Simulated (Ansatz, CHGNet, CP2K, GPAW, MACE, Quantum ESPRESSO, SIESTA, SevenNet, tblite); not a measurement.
# Quantum ESPRESSO on liquid methanol at 300 K (108 atoms): settings against a plane-wave reference

Wanted: Quantum ESPRESSO inputs and outputs for liquid methanol at 300 K (108 atoms), checked against a plane-wave reference.

Program: Quantum ESPRESSO 7.5. Level of theory: the method is named at each step. Results are calculated unless marked as measured.

**1. Starting point**

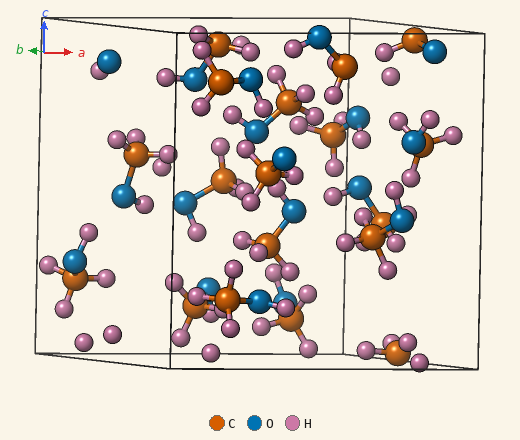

The starting structure, seen slightly off an axis (carbon orange, oxygen blue, hydrogen pink). Bonds to atoms that aren't drawn are left out. Some periodic images of atoms are drawn too.

The cell holds 108 atoms: 18 C, 18 O and 72 H. Cell: a = 10.663 Å, b = 10.663 Å, c = 10.663 Å, α = 90.0°, β = 90.0°, γ = 90.0°. 18 methanol placed at random, at 0.79 g/cm³; overlaps pushed apart, then 10 ps at 450 K with MMFF94 bonds, angles, torsions, charges and radii (Halgren, J. Comput. Chem. 17, 490 (1996)) in harmonic and 12-6 forms. Snapshot after 20 ps at 300 K and fixed volume. Then every atom was moved at random, 0.02 Å r.m.s. a Cartesian component (hydrogen 0.6 of that).

The yardstick, on the same geometry:

- method: Kohn-Sham DFT, PBE, PAW, plane waves (Ansatz 0.2.0); cutoff 420 eV, Γ point, fermi-dirac smearing of 0.05 eV; PAW set soft_2
- r.m.s. force component: 1.155 eV/Å
- longest force: 5.025 eV/Å
- pressure: 2.332 GPa
- gap (highest filled to lowest empty level): 4.195 eV
- SCF cycles: 10
- time: 5.3 s on 8 threads of Arm Neoverse V2, shared host
- CPU time: 37 s

**2. PBE, sssp-1.3.0-efficiency, 60/480 Ry**

Method: Kohn-Sham DFT, PBE, SSSP efficiency 1.3.0 pseudopotentials, plane waves.

Input file pw.in:

```
&control
  calculation = 'scf'
  pseudo_dir = './pseudo'
  outdir = './tmp'
  disk_io = 'none'
  tprnfor = .true.
  tstress = .true.
/
&system
  ibrav = 0
  nat = 108
  ntyp = 3
  ecutwfc = 60
  ecutrho = 480
  nosym = .true.
  occupations = 'smearing'
  smearing = 'fd'
  degauss = 0.003675
/
&electrons
  conv_thr = 5.4e-07
  electron_maxstep = 100
  mixing_beta = 0.4
  mixing_mode = 'plain'
  diagonalization = 'david'
/
ATOMIC_SPECIES
C 12.011 C.upf
O 15.999 O.upf
H 1.008 H.upf
CELL_PARAMETERS angstrom
10.66280 0.00000 0.00000
0.00000 10.66280 0.00000
0.00000 0.00000 10.66280
ATOMIC_POSITIONS crystal
C 0.37112 0.14711 0.57603
O 0.36795 0.02490 0.62481
H 0.46717 0.17486 0.56835
H 0.31378 0.14273 0.49084
H 0.32042 0.20284 0.64599
H 0.38337 0.96401 0.55713
C 0.19325 0.71964 0.60556
O 0.17482 0.76650 0.47931
H 0.26761 0.65526 0.60922
H 0.22718 0.80365 0.65089
H 0.11316 0.68505 0.65119
H 0.25912 0.80321 0.45269
C 0.55610 0.42794 0.77475
O 0.46466 0.45396 0.68665
H 0.64939 0.44717 0.73264
H 0.54365 0.49549 0.85520
H 0.56515 0.32719 0.80546
H 0.39743 0.48177 0.73501
C 0.24211 0.13727 0.19974
O 0.36550 0.18047 0.19261
H 0.23784 0.08616 0.29359
H 0.18097 0.22582 0.20581
H 0.22637 0.07552 0.11713
H 0.41902 0.10832 0.17742
C 0.75379 0.82936 0.11320
O 0.78823 0.95284 0.15287
H 0.65693 0.82687 0.08909
H 0.80235 0.80603 0.02449
H 0.77762 0.76436 0.18916
H 0.75907 0.97211 0.24297
C 0.52120 0.81748 0.52314
O 0.41112 0.85004 0.45570
H 0.54407 0.71519 0.49574
H 0.59285 0.88509 0.49975
H 0.50724 0.81676 0.62487
H 0.44141 0.82638 0.36913
C 0.89440 0.21439 0.65966
O 0.82524 0.11099 0.67118
H 0.88085 0.25426 0.55823
H 0.84995 0.28324 0.72587
H 0.99534 0.20879 0.68704
H 0.85562 0.06281 0.74135
C 0.39040 0.71027 0.15638
O 0.47066 0.80040 0.20016
H 0.35509 0.73327 0.05964
H 0.44320 0.62404 0.15055
H 0.31373 0.69652 0.22601
H 0.50008 0.84477 0.12762
C 0.51514 0.47185 0.34581
O 0.58470 0.43850 0.45036
H 0.47278 0.56141 0.35781
H 0.58916 0.46933 0.26871
H 0.45203 0.39182 0.32928
H 0.52760 0.43926 0.51955
C 0.15367 0.01620 0.85293
O 0.27218 0.06662 0.85895
[... 48 atom lines left out ...]
H 0.01559 0.95079 0.26528
H 0.17169 0.87749 0.22931
H 0.03582 0.87358 0.13839
H 0.05661 0.75074 0.37154
K_POINTS gamma
```

Command:

```bash
> OMP_NUM_THREADS=1 mpirun -np 2 pw.x -in pw.in > output.txt
```

The program printed:

```text
Program PWSCF
     gamma-point specific algorithms are used
     Parallelization info
     sticks:   dense  smooth     PW     G-vecs:    dense   smooth      PW
     Min        7765    3883    967               726364   256741   32114
     Max        7768    3886    974               726365   256742   32115
     Sum       15533    7769   1941              1452729   513483   64229
     bravais-lattice index     =            0
     lattice parameter (alat)  =      20.1498  a.u.
     unit-cell volume          =    8181.0753 (a.u.)^3
     number of atoms/cell      =          108
     number of atomic types    =            3
     number of electrons       =       252.00
     number of Kohn-Sham states=          151
     kinetic-energy cutoff     =      60.0000  Ry
     charge density cutoff     =     480.0000  Ry
     scf convergence threshold =      5.4E-07
     mixing beta               =       0.4000
     number of iterations used =            8  plain     mixing
     Exchange-correlation= PBE
                           (   1   4   3   4   0   0   0)
     crystal axes: (cart. coord. in units of alat)
               a(1) = (   1.000000   0.000000   0.000000 )
               a(2) = (   0.000000   1.000000   0.000000 )
               a(3) = (   0.000000   0.000000   1.000000 )
     reciprocal axes: (cart. coord. in units 2 pi/alat)
               b(1) = (  1.000000  0.000000  0.000000 )
               b(2) = (  0.000000  1.000000  0.000000 )
               b(3) = (  0.000000  0.000000  1.000000 )
     PseudoPot. # 1 for C :
     Pseudo is Projector augmented-wave + core cor, Zval =  4.0
     PseudoPot. # 2 for O :
     Pseudo is Projector augmented-wave + core cor, Zval =  6.0
     PseudoPot. # 3 for H :
     Pseudo is Ultrasoft, Zval =  1.0
     atomic species   valence    mass     pseudopotential
     C                 4.00    12.01100     C ( 1.00)
     O                 6.00    15.99900     O ( 1.00)
     H                 1.00     1.00800     H ( 1.00)
     No symmetry found
   Cartesian axes
     number of k points=     1  Fermi-Dirac smearing, width (Ry)=  0.0037
                       cart. coord. in units 2pi/alat
        k(    1) = (   0.0000000   0.0000000   0.0000000), wk =   2.0000000
     Dense  grid:   726365 G-vectors     FFT dimensions: ( 144, 144, 144)
     Smooth grid:   256742 G-vectors     FFT dimensions: ( 100, 100, 100)
     Check: negative core charge=   -0.000001
     Initial potential from superposition of free atoms
     starting charge     251.9985, renormalised to     252.0000
     Starting wfcs are  216 randomized atomic wfcs
     Self-consistent Calculation
     iteration #  1     ecut=    60.00 Ry     beta= 0.40
     total energy              =   -1165.60079470 Ry
     estimated scf accuracy    <      10.58034967 Ry
     iteration #  2     ecut=    60.00 Ry     beta= 0.40
     total energy              =   -1166.60911403 Ry
     estimated scf accuracy    <       1.16386810 Ry
     iteration #  3     ecut=    60.00 Ry     beta= 0.40
     total energy              =   -1166.62597319 Ry
     estimated scf accuracy    <       0.26983203 Ry
     iteration #  4     ecut=    60.00 Ry     beta= 0.40
     total energy              =   -1166.63399392 Ry
     estimated scf accuracy    <       0.01941111 Ry
     iteration #  5     ecut=    60.00 Ry     beta= 0.40
     total energy              =   -1166.63686277 Ry
     estimated scf accuracy    <       0.00141324 Ry
     iteration #  6     ecut=    60.00 Ry     beta= 0.40
     total energy              =   -1166.63709938 Ry
     estimated scf accuracy    <       0.00019787 Ry
     iteration #  7     ecut=    60.00 Ry     beta= 0.40
     total energy              =   -1166.63712903 Ry
     estimated scf accuracy    <       0.00001205 Ry
     iteration #  8     ecut=    60.00 Ry     beta= 0.40
     total energy              =   -1166.63713115 Ry
     estimated scf accuracy    <       0.00000214 Ry
     iteration #  9     ecut=    60.00 Ry     beta= 0.40
     End of self-consistent calculation
          k = 0.0000 0.0000 0.0000 ( 32115 PWs)   bands (ev):
   -23.1826 -22.9382 -22.6998 -22.6661 -22.6083 -22.4609 -22.2177 -21.9223
   -21.8186 -21.6919 -21.5970 -21.3942 -21.3700 -21.3399 -21.0115 -20.8210
   -20.8121 -20.7553 -13.6677 -13.5661 -13.4057 -13.3517 -13.2551 -13.2460
   -13.1756 -13.1072 -13.0872 -13.0516 -12.9171 -12.9046 -12.8283 -12.8062
   -12.7122 -12.6362 -12.6254 -12.3573 -10.2868  -9.6673  -9.6091  -9.4394
    -9.4235  -9.2615  -9.0714  -9.0132  -8.9626  -8.9137  -8.7550  -8.6210
    -8.5799  -8.5351  -8.5051  -8.1804  -8.0812  -8.0459  -7.8441  -7.6634
    -7.5883  -7.5089  -7.4717  -7.4412  -7.4110  -7.3588  -7.3411  -7.2521
    -7.1536  -7.1175  -7.0800  -7.0082  -6.9950  -6.9625  -6.9119  -6.8680
    -6.8227  -6.8094  -6.7514  -6.7169  -6.6489  -6.5844  -6.5250  -6.4789
    -6.4221  -6.4019  -6.3550  -6.3175  -6.2999  -6.2940  -6.2386  -6.1822
    -6.0668  -5.8659  -5.4975  -5.0355  -4.9688  -4.9125  -4.7985  -4.6968
    -4.6216  -4.5645  -4.5060  -4.3285  -4.2226  -4.1613  -3.9983  -3.8907
    -3.7311  -3.6600  -3.6086  -3.5949  -3.1977  -3.1267  -2.9926  -2.8541
    -2.8118  -2.7834  -2.6560  -2.5941  -2.5145  -2.4577  -2.4098  -2.3866
    -2.3771  -2.2894  -2.1295  -2.0802  -1.9997  -1.7556   2.4363   2.9342
     3.1268   3.1987   3.3810   3.4450   3.6501   3.7225   3.8496   4.0532
     4.1349   4.2288   4.2772   4.2910   4.3642   4.5017   4.5997   4.6721
     4.7526   4.8812   4.9886   5.0837   5.1136   5.2165   5.3926
     the Fermi energy is     0.3472 ev
!    total energy              =   -1166.63713155 Ry
     estimated scf accuracy    <       0.00000018 Ry
     smearing contrib. (-TS)   =       0.00000000 Ry
     internal energy E=F+TS    =   -1166.63713155 Ry
     The total energy is F=E-TS. E is the sum of the following terms:
     one-electron contribution =    -982.62361742 Ry
     hartree contribution      =     567.18972884 Ry
     xc contribution           =    -269.36115883 Ry
     ewald contribution        =    -199.80750317 Ry
     one-center paw contrib.   =    -282.03458096 Ry
     convergence has been achieved in   9 iterations
     Forces acting on atoms (cartesian axes, Ry/au):
     atom    1 type  1   force =    -0.05542865   -0.01288070    0.00705360
     atom    2 type  2   force =     0.00276651   -0.04983131    0.03713773
     atom    3 type  3   force =     0.02934508    0.03219417   -0.02215326
     atom    4 type  3   force =     0.01536553    0.03089793   -0.01763458
     atom    5 type  3   force =     0.00738864    0.02295218   -0.00727021
     atom    6 type  3   force =    -0.01076532    0.01277024    0.00270462
     atom    7 type  1   force =     0.04065952    0.09758302   -0.04744735
     atom    8 type  2   force =     0.01287796   -0.01279546   -0.01824481
     atom    9 type  3   force =     0.04494906   -0.05960100   -0.00088976
     atom   10 type  3   force =     0.00177770    0.01086801    0.04697502
     atom   11 type  3   force =    -0.06119897   -0.02018062    0.00949408
     atom   12 type  3   force =    -0.05038377   -0.02735819    0.02706368
[...]
atom  104 type  2   force =     0.02437940   -0.02528126    0.04840919
     atom  105 type  3   force =     0.03174789   -0.00189570    0.02473048
     atom  106 type  3   force =    -0.03082921   -0.00941521    0.01675181
     atom  107 type  3   force =    -0.01348163   -0.02001645   -0.08717429
     atom  108 type  3   force =    -0.01279912    0.00300743   -0.04397119
     Total force =     0.813963     Total SCF correction =     0.000907
     Computing stress (Cartesian axis) and pressure
          total   stress  (Ry/bohr**3)                   (kbar)     P=       23.03
   0.00022504   0.00003970   0.00013837           33.10        5.84       20.36
   0.00003970   0.00015272  -0.00006218            5.84       22.47       -9.15
   0.00013837  -0.00006218   0.00009193           20.36       -9.15       13.52
     Message from routine punch:
     Nothing written, as per user request (disk_io='none')
```

Elapsed: 95 s, on 2 MPI ranks of Arm Neoverse V2, shared host; peak memory 3 GiB; 3.2 min of CPU time.

Banners, paths, timers and routine set-up lines are dropped from the logs unmarked, and long logs keep their key lines alone; longer cuts are marked.

Compared with the plane-wave run:

* r.m.s. force component: 1.163 eV/Å
* r.m.s. difference of force components: 21.63 meV/Å
* longest difference of force vectors: 106.9 meV/Å
* force difference over r.m.s. force: 1.872 %
* slope of forces against the reference's: 1.006
* correlation of force components: 0.9999
* gap (highest filled to lowest empty level): 4.192 eV
* gap difference: -0.0031 eV
* pressure: 2.303 GPa
* pressure difference: -0.0288 GPa

Length of the force difference by element (eV/Å):

```
element  atoms   mean   most
      C     18  0.054  0.075
      H     72  0.018   0.11
      O     18  0.052  0.080
```

Levels nearest the highest filled one (eV from it): -0.90, -0.84, -0.76, -0.70, -0.65, -0.63, -0.62, -0.53, -0.37, -0.32, -0.24, 0.00, 4.19, 4.69, 4.88, 4.95, 5.14, 5.20, 5.41, 5.48, 5.61, 5.81, 5.89, 5.98.

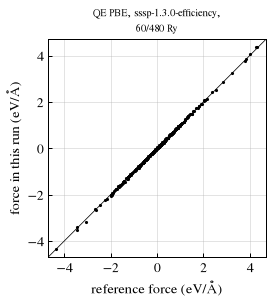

Force components against those of the reference; the line marks equality.

The surroundings of C73, which bears the longest force, nearest first, numbered as they follow in the input and with coordinates relative to it.

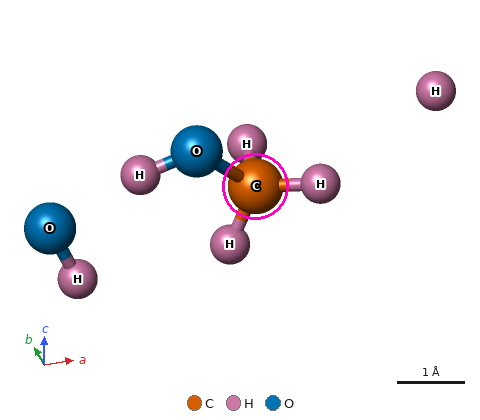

The atoms of the table, within 3.2 Å (arrows a, b, c point along x, y, z); some may hide others; the central atom is ringed.

```
atom      x      y      z  distance (Å)  bonds     Fx     Fy  Fz (eV/Å)
 C73   0.00   0.00   0.00          0.00      4  -1.61   2.85       3.77
 H75  -0.40  -0.08  -0.90          0.99      1  -1.16  -1.01      -4.35
 H77   0.85  -0.54   0.22          1.03      1   1.89  -1.28       0.15
 H76   0.19   1.10   0.09          1.12      1   0.38  -0.36       0.19
 O74  -1.04  -0.33   0.95          1.45      2   4.08  -1.32       2.44
 H78  -1.87  -0.19   0.58          1.97      1  -3.18   0.69      -1.75
 H60  -2.69   0.22  -1.34          3.01      1  -0.58  -0.46       0.89
 H72   2.78  -0.04   1.27          3.06      1   0.04  -0.60       0.16
 O56  -3.13   0.27  -0.43          3.17      2   2.09   0.82      -0.90
```

Forces lie 1.9 % from the reference's, at 5.1 times its CPU time (on 2 against 8 cores).

**3. PBE, sg15-1.2, 60/240 Ry**

Method: Kohn-Sham DFT, PBE, SG15 1.2 norm-conserving pseudopotentials, plane waves.

The pseudopotential files are exchanged too: ./pseudo now holds the set sg15-pbe-1.2.

pw.in: that of step 2 with these lines changed.

```diff
@@ -13,3 +13,3 @@
   ecutwfc = 60
-  ecutrho = 480
+  ecutrho = 240
   nosym = .true.
```

The program printed:

```text
[banner, memory and clock lines left out]
Program PWSCF
     gamma-point specific algorithms are used
     bravais-lattice index     =            0
     lattice parameter (alat)  =      20.1498  a.u.
     unit-cell volume          =    8181.0753 (a.u.)^3
     number of atoms/cell      =          108
     number of atomic types    =            3
     number of electrons       =       252.00
     number of Kohn-Sham states=          151
     kinetic-energy cutoff     =      60.0000  Ry
[... lines left out ...]
     scf convergence threshold =      5.4E-07
[... lines left out ...]
     number of k points=     1  Fermi-Dirac smearing, width (Ry)=  0.0037
[... lines left out ...]
     total energy              =    -863.80553253 Ry
[... lines left out ...]
     total energy              =    -864.40708425 Ry
[... lines left out ...]
     total energy              =    -864.51789853 Ry
[... lines left out ...]
     total energy              =    -864.54404042 Ry
[... lines left out ...]
     total energy              =    -864.54404584 Ry
[... lines left out ...]
   -23.1960 -22.9508 -22.7063 -22.6726 -22.6145 -22.4693 -22.2255 -21.9303
   -21.8340 -21.7031 -21.6088 -21.4001 -21.3817 -21.3517 -21.0241 -20.8337
   -20.8244 -20.7692 -13.6687 -13.5686 -13.4030 -13.3514 -13.2553 -13.2468
[...]
3.1265   3.1993   3.3812   3.4456   3.6492   3.7230   3.8489   4.0518
     4.1355   4.2269   4.2770   4.2908   4.3645   4.5011   4.5982   4.6725
     4.7532   4.8793   4.9892   5.0829   5.1123   5.2164   5.3952
     the Fermi energy is     0.3469 ev
!    total energy              =    -864.54404640 Ry
     estimated scf accuracy    <       0.00000012 Ry
     smearing contrib. (-TS)   =       0.00000000 Ry
     internal energy E=F+TS    =    -864.54404640 Ry
     The total energy is F=E-TS. E is the sum of the following terms:
     one-electron contribution =    -988.95863720 Ry
     hartree contribution      =     565.81718980 Ry
     xc contribution           =    -241.59509435 Ry
     ewald contribution        =    -199.80750466 Ry
     convergence has been achieved in   9 iterations
     Forces acting on atoms (cartesian axes, Ry/au):
     atom    1 type  1   force =    -0.05545926   -0.01520257    0.00839684
     atom    2 type  2   force =     0.00252252   -0.04907615    0.03272513
     atom    3 type  3   force =     0.02789308    0.03152449   -0.02194949
[...]
atom  107 type  3   force =    -0.01280251   -0.02032799   -0.08506484
     atom  108 type  3   force =    -0.01372902    0.00348187   -0.04677507
     Total force =     0.802602     Total SCF correction =     0.000547
     Computing stress (Cartesian axis) and pressure
          total   stress  (Ry/bohr**3)                   (kbar)     P=      -24.97
  -0.00010304   0.00004186   0.00013753          -15.16        6.16       20.23
   0.00004186  -0.00017368  -0.00006672            6.16      -25.55       -9.82
   0.00013753  -0.00006672  -0.00023249           20.23       -9.82      -34.20
     Message from routine punch:
     Nothing written, as per user request (disk_io='none')
```

Run time: 62 s. Hardware: 2 MPI ranks; peak memory 0.87 GiB; 2.1 min of CPU time.

Against the reference:

| Item | Value |
| --- | --- |
| r.m.s. force component | 1.146 eV/Å |
| r.m.s. difference of force components | 35.38 meV/Å |
| longest difference of force vectors | 147.9 meV/Å |
| force difference over r.m.s. force | 3.062 % |
| slope of forces against the reference's | 0.9918 |
| correlation of force components | 0.9996 |
| gap (highest filled to lowest empty level) | 4.199 eV |
| gap difference | 0.0043 eV |
| pressure | -2.497 GPa |
| pressure difference | -4.829 GPa |

This is a coarse setting, run to see what it loses.

Against the first run (1.9 %), the force difference from the reference is 3.1 %, at 0.65 times the CPU time.

The difference per atom is largest on O (0.10 eV/Å on average, against 0.038 on H).

**4. All runs compared**

Differences are against the plane-wave reference, forces as r.m.s. over components; share is that over the reference's r.m.s. force, slope the least-squares factor from reference forces to these. Total energies of different programs have different zeros and aren't compared.

```
                                     run  Δ force, r.m.s. (meV/Å)  share (%)  slope  Δ pressure (GPa)  Δ gap (eV)  cores  CPU time  memory (GiB)
                               reference                        -          -      -                 -           -      8      37 s           1.2
QE PBE, sssp-1.3.0-efficiency, 60/480 Ry                     21.6       1.87  1.006           -0.0288     -0.0031      2   3.2 min           3.0
    QE PBE, sg15-1.2, 60/240 Ry (coarse)                     35.4       3.06  0.992             -4.83      0.0043      2   2.1 min          0.87
```

Rows marked coarse were listed beforehand as settings not expected to be converged; some can still land near the reference.

CPU time is summed over cores on a shared host, where runs went side by side, so it is rough. Symmetry, cutoffs, thresholds, outputs and thread counts weren't matched or tuned between programs; memory under MPI is the largest rank's times the ranks.

**5. Summary of results**

```yaml
nearest_in_forces: QE PBE, sssp-1.3.0-efficiency, 60/480 Ry, 1.9 %
its_cpu_time: 3.2 min
```

**Reading.** PBE on plane waves or a grid with other potentials, cutoffs or grids, coarse settings apart, differs from the reference by 1.9 % (QE PBE, sssp-1.3.0-efficiency, 60/480 Ry) of the r.m.s. force; this holds the reference's own error, so differences of a few per cent don't tell which side is nearer the exact PBE result (QE's 60 Ry are 816 eV, against the reference's 420 eV). Runs with settings chosen to be coarse differ by 3.1 % (QE PBE, sg15-1.2, 60/240 Ry), their programs' other errors included. None of the electronic-structure runs in the table takes under half the reference's CPU time of 37 s; they take 3.3 to 5.1 times as much. PBE gaps agree with the reference's 4.20 eV within 0.005 eV. In pressure, QE PBE, sg15-1.2, 60/240 Ry misses by -4.8 GPa, at the same functional; a cutoff this low leaves a large Pulay stress. The network of contacts between molecules at the start is that of the classical potential that made the cell, and needn't be the one that DFT or experiment would give. The reference's PBE has no dispersion term, which matters for the binding between molecules or layers. The electronic-structure runs sample only Γ, in a cell whose shortest periodic width is 11 Å.

[Also dropped from logs without a mark: logging warnings of Python, and SIESTA's first energy breakdown and zero terms.]

[Logs are printed without paths, hosts, clocks, repeated set-up lines and the standing remarks that a program may print on its own settings, such as how far it seeks lower states.]

[Hosts, paths, dates, database ids (printed as entryN), source tags and the programs' standing remarks are cut or masked in the printed files.]

[The MMFF94 radii named for the starting cell were scaled by 0.96; in molecules described by MMFF94, hydrogen bound to N, O or S took a small fixed 12-6 site in their place.]
